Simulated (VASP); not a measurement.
# Nb3Sb under strain, part 2 of 4

Aim: follow the pressure of Nb3Sb through compression, expansion and shear. All runs use r2SCAN. Left out of this account: 1 further run (fields: a reference on another mesh). The start is a cell from a database of measured crystal structures.

VASP 6.6.1; r2SCAN; plane waves and PAW (Nb_sv, Sb).

Still holding for the runs below: Spin-orbit coupling is off here; with elements this heavy it splits and shifts levels by tenths of an eV or more.

So far, pressure (GPa): step 2 (bands, cell as listed) 1.21.

## 3. Bands, volume times 1.04

The cell is expanded evenly, with fractional positions held.

INCAR reads:

```
SYSTEM = Nb3Sb
PREC = Accurate
ENCUT = 400
EDIFF = 1E-06
NELM = 100
ISMEAR = -1
SIGMA = 0.05
LREAL = .FALSE.
ALGO = Normal
METAGGA = R2SCAN
LASPH = .TRUE.
NBANDS = 66
LORBIT = 11
LWAVE = .FALSE.
LCHARG = .FALSE.
KPAR = 8
```

POSCAR reads:

```
Nb3Sb
1.0
    5.3335750495      0.0000000000      0.0000000000
    0.0000000000      5.3335750495      0.0000000000
    0.0000000000      0.0000000000      5.3335750495
Nb Sb
6 2
Direct
    0.2500000000      0.0000000000      0.5000000000
    0.5000000000      0.7500000000      0.0000000000
    0.7500000000      0.0000000000      0.5000000000
    0.5000000000      0.2500000000      0.0000000000
    0.0000000000      0.5000000000      0.7500000000
    0.0000000000      0.5000000000      0.2500000000
    0.0000000000      0.0000000000      0.0000000000
    0.5000000000      0.5000000000      0.5000000000
```

KPOINTS reads:

```
Automatic mesh
0
Gamma
6 6 6
0 0 0
```

KPOINTS_OPT reads:

```
Line mode
12
Line-mode
Reciprocal
  0.00000000   0.00000000   0.00000000 GAMMA
  0.00000000   0.50000000   0.00000000 X

  0.00000000   0.50000000   0.00000000 X
  0.50000000   0.50000000   0.00000000 M

  0.50000000   0.50000000   0.00000000 M
  0.00000000   0.00000000   0.00000000 GAMMA

  0.00000000   0.00000000   0.00000000 GAMMA
  0.50000000   0.50000000   0.50000000 R

  0.50000000   0.50000000   0.50000000 R
  0.00000000   0.50000000   0.00000000 X

  0.50000000   0.50000000   0.00000000 M
  0.50000000   0.50000000   0.50000000 R
```

The projector-augmented-wave data sets are Nb_sv and Sb (PBE family, release 64).

Launch:

```bash
$ mpirun -np 8 vasp_std
```

The program printed:

```text
[banner, memory and clock lines left out]
running    8 mpi-ranks, on    1 nodes
 distrk:  each k-point on    1 cores,    8 groups
 distr:  one band on    1 cores,    1 groups

 POSCAR found type information on POSCAR NbSb
 POSCAR found :  2 types and       8 ions
 [... a notice as in an earlier step ...]

 [... a notice as in an earlier step ...]

 LDA part: xc-table for (None), standard interpolation
 POSCAR, INCAR and KPOINTS ok, starting setup
 FFT: planning ... GRIDC
 FFT: planning ... GRID_SOFT
 FFT: planning ... GRID
 WAVECAR not read
 entering main loop
       N       E                     dE             d eps       ncg     rms          rms(c)
DAV:   1     0.776586681291E+03    0.77659E+03   -0.40565E+04  2688   0.114E+03
DAV:   2    -0.156595880611E+03   -0.93318E+03   -0.90074E+03  3316   0.484E+02
DAV:   3    -0.235307316078E+03   -0.78711E+02   -0.76412E+02  4272   0.984E+01
DAV:   4    -0.242562625631E+03   -0.72553E+01   -0.71048E+01  4592   0.272E+01
DAV:   5    -0.243080510282E+03   -0.51788E+00   -0.51660E+00  4184   0.693E+00    0.248E+01
DAV:   6    -0.203137404407E+03    0.39943E+02   -0.19488E+01  4016   0.243E+01    0.539E+00
DAV:   7    -0.203217493809E+03   -0.80089E-01   -0.12105E+00  3768   0.503E+00    0.288E+00
DAV:   8    -0.203286199507E+03   -0.68706E-01   -0.35388E-01  4006   0.285E+00    0.126E+00
DAV:   9    -0.203293845050E+03   -0.76455E-02   -0.40871E-02  4240   0.968E-01    0.532E-01
DAV:  10    -0.203296376018E+03   -0.25310E-02   -0.34392E-03  3492   0.294E-01    0.130E-01
DAV:  11    -0.203296350667E+03    0.25351E-04   -0.90531E-04  3784   0.140E-01    0.254E-02
DAV:  12    -0.203296348683E+03    0.19839E-05   -0.91968E-05  3760   0.530E-02    0.136E-02
DAV:  13    -0.203296340202E+03    0.84816E-05   -0.71430E-06  3824   0.993E-03    0.550E-03
DAV:  14    -0.203296339506E+03    0.69608E-06   -0.29497E-07  1800   0.254E-03
   1 F= -.20329634E+03 E0= -.20328541E+03  d E =-.218623E-01
 Start KPOINTS_OPT (optional k-point list driver)
k-point batch [1-20\72]
       N       E                     dE             ncg
DAV:   1     0.180724622805E+04   -0.18780E+05     2712
DAV:   2    -0.173742167646E+05   -0.19181E+05     3238
DAV:   3    -0.189316582542E+05   -0.15574E+04     4168
DAV:   4    -0.190605688730E+05   -0.12891E+03     4640
DAV:   5    -0.190675697184E+05   -0.70008E+01     4160
DAV:   6    -0.190679037267E+05   -0.33401E+00     4616
DAV:   7    -0.190679253070E+05   -0.21580E-01     4336
DAV:   8    -0.190679267367E+05   -0.14297E-02     3816
DAV:   9    -0.190679268654E+05   -0.12874E-03     3312
DAV:  10    -0.190679268772E+05   -0.11816E-04     2792
DAV:  11    -0.190679268784E+05   -0.11373E-05     2192
DAV:  12    -0.190679268785E+05   -0.17830E-06     1904
[...]
k-point batch [61-72\72]
       N       E                     dE             ncg
DAV:   1     0.147901450588E+05   -0.23817E+05     1632
DAV:   2     0.314187316202E+04   -0.11648E+05     1904
DAV:   3     0.220846644710E+04   -0.93341E+03     2392
DAV:   4     0.210824465959E+04   -0.10022E+03     2672
DAV:   5     0.210372892898E+04   -0.45157E+01     2624
DAV:   6     0.210360083059E+04   -0.12810E+00     2520
DAV:   7     0.210359576935E+04   -0.50612E-02     2672
DAV:   8     0.210359552182E+04   -0.24753E-03     2200
DAV:   9     0.210359550388E+04   -0.17940E-04     1976
DAV:  10     0.210359550219E+04   -0.16879E-05     1328
DAV:  11     0.210359550198E+04   -0.21241E-06     1152
```

Wall time 3.1 min (8 MPI ranks of AMD EPYC 9R45, shared host); peak memory 2.6 GiB.

OUTCAR, selected parts (step 3):

```text
  LATTYP: Found a simple cubic cell.
 ALAT       =     5.3335750495

 Found     20 irreducible k-points:

   ENCUT  =  400.0 eV  29.40 Ry    5.42 a.u.   8.70  8.70  8.70*2*pi/ulx,y,z

   NELECT =      88.0000    total number of electrons

 E-fermi :  11.3537

 k-point     1 :       0.0000    0.0000    0.0000
  band No.  band energies     occupation
    ...
     40      10.4493      2.00000
     41      10.4493      2.00000
     42      10.4493      2.00000
     43      11.1324      1.97633
     44      11.1324      1.97633
     45      12.2892      0.00000
     46      13.7491      0.00000
     47      13.7491      0.00000
     48      13.7491      0.00000
     49      14.5545      0.00000
    ...

 k-point     2 :       0.1667    0.0000    0.0000
  band No.  band energies     occupation
    ...
     40      10.4354      2.00000
     41      10.4427      2.00000
     42      10.4427      2.00000
     43      11.1622      1.95748
     44      11.1644      1.95560
     45      12.7399      0.00000
     46      13.2925      0.00000
     47      13.6129      0.00000
     48      13.6129      0.00000
     49      14.2213      0.00000
    ...

  Total       -5.2362996     -5.2362996     -5.2362996     -0.0000000     -0.0000000      0.0000000
  in kB      -55.2942331    -55.2942331    -55.2942331     -0.0000000     -0.0000000      0.0000000
  external PRESSURE =     -55.2942331 kB  Pullay stress =       0.0000000 kB

  energy-cutoff  :      400.00
  volume of cell :      151.72
      direct lattice vectors                 reciprocal lattice vectors
     5.333575050  0.000000000  0.000000000     0.187491503  0.000000000  0.000000000
     0.000000000  5.333575050  0.000000000     0.000000000  0.187491503  0.000000000
     0.000000000  0.000000000  5.333575050     0.000000000  0.000000000  0.187491503

 POSITION                                       TOTAL-FORCE (eV/Angst)
 -----------------------------------------------------------------------------------
      1.33339      0.00000      2.66679         0.000000      0.000000     -0.000000
      2.66679      4.00018      0.00000         0.000000     -0.000000     -0.000000
      4.00018      0.00000      2.66679        -0.000000      0.000000     -0.000000
      2.66679      1.33339      0.00000        -0.000000      0.000000      0.000000
      0.00000      2.66679      4.00018        -0.000000     -0.000000     -0.000000
      0.00000      2.66679      1.33339         0.000000      0.000000      0.000000
      0.00000      0.00000      0.00000         0.000000     -0.000000      0.000000
      2.66679      2.66679      2.66679         0.000000     -0.000000      0.000000
 -----------------------------------------------------------------------------------
    total drift:                                0.000000      0.000000     -0.000000

  FREE ENERGIE OF THE ION-ELECTRON SYSTEM (eV)
  ---------------------------------------------------
  free  energy   TOTEN  =      -203.2963395057 eV

  energy  without entropy=     -203.2744771903  energy(sigma->0) =     -203.28540835

 total charge
# of ion       s       p       d       tot
------------------------------------------
    1        2.169   6.000   2.499  10.668
    2        2.169   6.000   2.499  10.668
    3        2.169   6.000   2.499  10.668
    4        2.169   6.000   2.499  10.668
    5        2.169   6.000   2.499  10.668
    6        2.169   6.000   2.499  10.668
    7        1.037   1.362   0.103   2.502
    8        1.037   1.362   0.103   2.502
--------------------------------------------------
tot         15.086  38.722  15.202  69.010

[... 5 parts as in an earlier step ...]

[... 6 further parts left out ...]
```

Numbers from this step:

| Property | Result |
| --- | --- |
| SCF cycles | 14 |
| free energy (TOTEN) | -203.2963 eV |
| energy at zero smearing | -203.2854 eV |
| Fermi energy | 11.35 eV |
| pressure | -5.529 GPa |

Electronic bands along the path, in eV, zero at the Fermi level; # counts the bands kept, so #1 is VASP's band 27:

```csv
point,#15,#16,#17,#18,#19,#20,#21,#22
Γ,-0.90,-0.90,-0.22,-0.22,0.94,2.40,2.40,2.40
X,-1.14,-1.14,-0.68,-0.68,1.34,1.34,2.13,2.13
M,-0.22,0.05,0.05,0.36,0.36,0.37,0.51,0.57
Γ,-0.90,-0.90,-0.22,-0.22,0.94,2.40,2.40,2.40
R,-0.20,-0.20,-0.20,-0.20,-0.20,-0.20,-0.20,-0.20
X,-1.14,-1.14,-0.68,-0.68,1.34,1.34,2.13,2.13
jump to M,-0.22,0.05,0.05,0.36,0.36,0.37,0.51,0.57
R,-0.20,-0.20,-0.20,-0.20,-0.20,-0.20,-0.20,-0.20
```

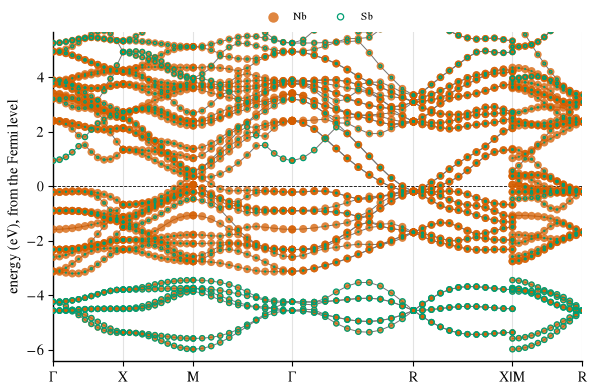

Electronic bands along the path; dots are coloured as in the legend, and their area grows with the weight.

 The pressure is -5.53 GPa.

For the pressure, step 2 gave 1.21 GPa; this run, with cell volume +4.0 %, gives -5.53 GPa.

## 4. Bands, volume times 1.08

The cell is expanded evenly, with fractional positions held.

INCAR is that of step 3.

POSCAR, as its differences from that of step 3:

```diff
@@ -2,5 +2,5 @@
 1.0
-    5.3335750495      0.0000000000      0.0000000000
-    0.0000000000      5.3335750495      0.0000000000
-    0.0000000000      0.0000000000      5.3335750495
+    5.4010958257      0.0000000000      0.0000000000
+    0.0000000000      5.4010958257      0.0000000000
+    0.0000000000      0.0000000000      5.4010958257
 Nb Sb
```

KPOINTS is that of step 3.

KPOINTS_OPT is that of step 3.

Launch:

```bash
$ mpirun -np 8 vasp_std
```

The program printed:

```text
[... set-up lines as in an earlier step ...]
 entering main loop
       N       E                     dE             d eps       ncg     rms          rms(c)
DAV:   1     0.762554892908E+03    0.76255E+03   -0.40478E+04  2720   0.114E+03
DAV:   2    -0.156971678591E+03   -0.91953E+03   -0.88642E+03  3314   0.480E+02
DAV:   3    -0.234852263837E+03   -0.77881E+02   -0.75512E+02  4280   0.971E+01
DAV:   4    -0.242382765393E+03   -0.75305E+01   -0.73734E+01  4624   0.276E+01
DAV:   5    -0.242905650179E+03   -0.52288E+00   -0.52172E+00  4360   0.689E+00    0.236E+01
DAV:   6    -0.202836198157E+03    0.40069E+02   -0.20230E+01  4032   0.246E+01    0.522E+00
DAV:   7    -0.202921632323E+03   -0.85434E-01   -0.12776E+00  3728   0.504E+00    0.292E+00
DAV:   8    -0.202995142357E+03   -0.73510E-01   -0.36734E-01  4048   0.281E+00    0.123E+00
DAV:   9    -0.203003152198E+03   -0.80098E-02   -0.35496E-02  4296   0.940E-01    0.514E-01
DAV:  10    -0.203005885391E+03   -0.27332E-02   -0.34476E-03  3416   0.287E-01    0.126E-01
DAV:  11    -0.203005901108E+03   -0.15718E-04   -0.91965E-04  3800   0.139E-01    0.263E-02
DAV:  12    -0.203005897065E+03    0.40433E-05   -0.91313E-05  3848   0.510E-02    0.124E-02
DAV:  13    -0.203005888803E+03    0.82626E-05   -0.73826E-06  3984   0.100E-02    0.410E-03
DAV:  14    -0.203005887995E+03    0.80754E-06   -0.31946E-07  1848   0.275E-03
   1 F= -.20300589E+03 E0= -.20299396E+03  d E =-.238509E-01
 Start KPOINTS_OPT (optional k-point list driver)
k-point batch [1-20\72]
       N       E                     dE             ncg
DAV:   1     0.844404319326E+03   -0.20250E+05     2720
DAV:   2    -0.182916383291E+05   -0.19136E+05     3236
DAV:   3    -0.198413949907E+05   -0.15498E+04     4200
DAV:   4    -0.199793773901E+05   -0.13798E+03     4592
DAV:   5    -0.199873193375E+05   -0.79419E+01     4184
DAV:   6    -0.199876490305E+05   -0.32969E+00     4640
DAV:   7    -0.199876691860E+05   -0.20155E-01     4352
DAV:   8    -0.199876705081E+05   -0.13222E-02     3880
DAV:   9    -0.199876706046E+05   -0.96496E-04     3336
DAV:  10    -0.199876706139E+05   -0.92913E-05     2744
DAV:  11    -0.199876706150E+05   -0.10481E-05     2240
DAV:  12    -0.199876706151E+05   -0.15558E-06     1928
[...]
k-point batch [61-72\72]
       N       E                     dE             ncg
DAV:   1     0.139116234614E+05   -0.24296E+05     1640
DAV:   2     0.230379392264E+04   -0.11608E+05     1938
DAV:   3     0.138324042654E+04   -0.92055E+03     2406
DAV:   4     0.128640364809E+04   -0.96837E+02     2608
DAV:   5     0.128163192435E+04   -0.47717E+01     2656
DAV:   6     0.128151837300E+04   -0.11355E+00     2592
DAV:   7     0.128151418773E+04   -0.41853E-02     2712
DAV:   8     0.128151400067E+04   -0.18706E-03     2224
DAV:   9     0.128151398788E+04   -0.12782E-04     1920
DAV:  10     0.128151398715E+04   -0.73113E-06     1368
```

It took 2.9 min on 8 MPI ranks; peak memory 2.7 GiB; 23 min of CPU time.

From OUTCAR (step 4):

```text
  LATTYP: Found a simple cubic cell.
 ALAT       =     5.4010958257

 Found     20 irreducible k-points:

   ENCUT  =  400.0 eV  29.40 Ry    5.42 a.u.   8.81  8.81  8.81*2*pi/ulx,y,z

   NELECT =      88.0000    total number of electrons

 E-fermi :  10.8480

 k-point     1 :       0.0000    0.0000    0.0000
  band No.  band energies     occupation
    ...
     40       9.9758      2.00000
     41       9.9758      2.00000
     42       9.9758      2.00000
     43      10.6222      1.97836
     44      10.6222      1.97836
     45      11.5692      0.00000
     46      13.1408      0.00000
     47      13.1408      0.00000
     48      13.1408      0.00000
     49      13.8608      0.00000
    ...

 k-point     2 :       0.1667    0.0000    0.0000
  band No.  band energies     occupation
    ...
     40       9.9638      2.00000
     41       9.9670      2.00000
     42       9.9670      2.00000
     43      10.6477      1.96425
     44      10.6482      1.96385
     45      12.0109      0.00000
     46      12.6871      0.00000
     47      13.0139      0.00000
     48      13.0139      0.00000
     49      13.5647      0.00000
    ...

  Total      -10.8196863    -10.8196863    -10.8196863      0.0000000      0.0000000      0.0000000
  in kB     -110.0220170   -110.0220170   -110.0220170      0.0000000      0.0000000      0.0000000
  external PRESSURE =    -110.0220170 kB  Pullay stress =       0.0000000 kB

  energy-cutoff  :      400.00
  volume of cell :      157.56
      direct lattice vectors                 reciprocal lattice vectors
     5.401095826  0.000000000  0.000000000     0.185147613  0.000000000  0.000000000
     0.000000000  5.401095826  0.000000000     0.000000000  0.185147613  0.000000000
     0.000000000  0.000000000  5.401095826     0.000000000  0.000000000  0.185147613

 POSITION                                       TOTAL-FORCE (eV/Angst)
 -----------------------------------------------------------------------------------
      1.35027      0.00000      2.70055         0.000000      0.000000      0.000000
      2.70055      4.05082      0.00000         0.000000     -0.000000      0.000000
      4.05082      0.00000      2.70055        -0.000000     -0.000000     -0.000000
      2.70055      1.35027      0.00000        -0.000000      0.000000     -0.000000
      0.00000      2.70055      4.05082        -0.000000      0.000000      0.000000
      0.00000      2.70055      1.35027         0.000000      0.000000      0.000000
      0.00000      0.00000      0.00000         0.000000     -0.000000      0.000000
      2.70055      2.70055      2.70055         0.000000     -0.000000      0.000000
 -----------------------------------------------------------------------------------
    total drift:                                0.000000      0.000000     -0.000000

  FREE ENERGIE OF THE ION-ELECTRON SYSTEM (eV)
  ---------------------------------------------------
  free  energy   TOTEN  =      -203.0058879950 eV

  energy  without entropy=     -202.9820371065  energy(sigma->0) =     -202.99396255

 total charge
# of ion       s       p       d       tot
------------------------------------------
    1        2.164   5.993   2.461  10.618
    2        2.164   5.993   2.461  10.618
    3        2.164   5.993   2.461  10.618
    4        2.164   5.993   2.461  10.618
    5        2.164   5.993   2.461  10.618
    6        2.164   5.993   2.461  10.618
    7        1.036   1.334   0.095   2.466
    8        1.036   1.334   0.095   2.466
--------------------------------------------------
tot         15.057  38.629  14.957  68.643

[... 5 parts as in an earlier step ...]

[... 6 further parts left out ...]
```

Numbers from this step:

| Quantity | Value |
| --- | --- |
| free energy (TOTEN) | -203.0059 eV |
| energy at zero smearing | -202.9940 eV |
| Fermi energy | 10.85 eV |
| pressure | -11.00 GPa |

The electronic bands at the labelled points (eV, zero at the Fermi level; # counts the bands kept, so #1 is VASP's band 27):

| point | #15 | #16 | #17 | #18 | #19 | #20 | #21 | #22 |
| --- | --- | --- | --- | --- | --- | --- | --- | --- |
| Γ | -0.87 | -0.87 | -0.23 | -0.23 | 0.72 | 2.29 | 2.29 | 2.29 |
| X | -1.08 | -1.08 | -0.71 | -0.71 | 1.25 | 1.25 | 2.05 | 2.05 |
| M | -0.22 | 0.07 | 0.07 | 0.33 | 0.33 | 0.38 | 0.50 | 0.56 |
| Γ | -0.87 | -0.87 | -0.23 | -0.23 | 0.72 | 2.29 | 2.29 | 2.29 |
| R | -0.23 | -0.23 | -0.23 | -0.23 | -0.17 | -0.17 | -0.17 | -0.17 |
| X | -1.08 | -1.08 | -0.71 | -0.71 | 1.25 | 1.25 | 2.05 | 2.05 |
| jump to M | -0.22 | 0.07 | 0.07 | 0.33 | 0.33 | 0.38 | 0.50 | 0.56 |
| R | -0.23 | -0.23 | -0.23 | -0.23 | -0.17 | -0.17 | -0.17 | -0.17 |

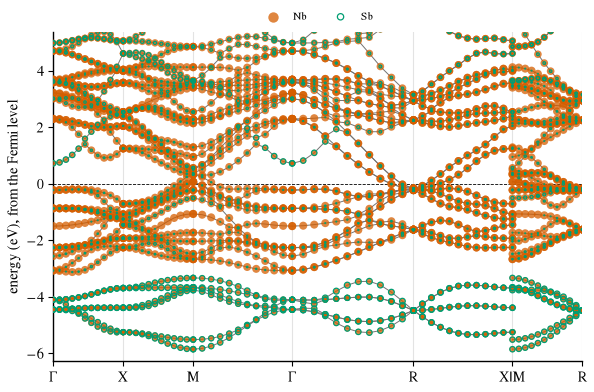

Electronic bands along the path; dots are coloured as in the legend, and their area grows with the weight.

 The pressure is -11.00 GPa.

For the pressure, step 2 gave 1.21 GPa; this run, with cell volume +8.0 %, gives -11.0 GPa.

(Part 2 of 4 ends here.)

[Lines on the potential files, build, host, timing and source positions are cut from VASP's logs without a mark.]

[Logs are printed without paths, hosts, clocks, repeated set-up lines and the standing remarks that a program may print on its own settings, such as how far it seeks lower states.]

[Hosts, paths, dates, database ids (printed as entryN), source tags and the programs' standing remarks are cut or masked in the printed files.]

[A measured line is paired with the nearest computed mode of its activity, which favours agreement.]
